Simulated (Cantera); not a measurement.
Charge: 1 mol SiCl4, 0.07 mol HCl, a varied amount of H2, equilibrated at 1050 K and 63000 Pa.

Method: chemical equilibrium by Gibbs-energy minimisation in Cantera with the NASA 1993 tables (ideal gas, pure condensed phases). Candidate condensed phases: Si; 19 gas species. The tables' values for SiCl3 are old estimates; treat these amounts as uncertain. Rates play no part.

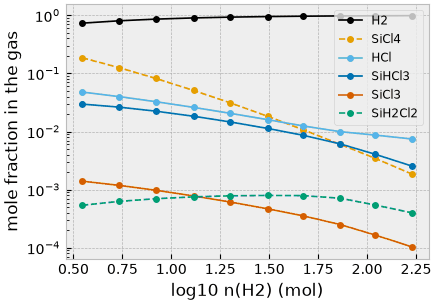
Figure: Equilibrium gas composition (values under 1e-9 drawn at 1e-9)

Task: Read off the mole fractions at 20 mol H2.

Result: H2 about 0.93, SiCl4 about 0.031, HCl about 0.021, SiHCl3 about 0.015, SiH2Cl2 about 0.00078, SiCl3 about 0.00061.
